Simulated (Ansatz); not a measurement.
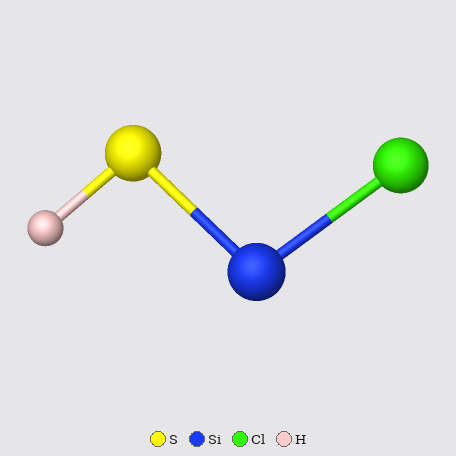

Computed geometry: PBE0-D4/def2-TZVP optimisation.

Give the structural formula.

SMILES: S[Si]Cl

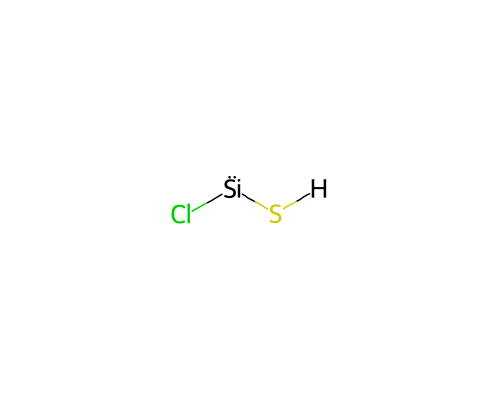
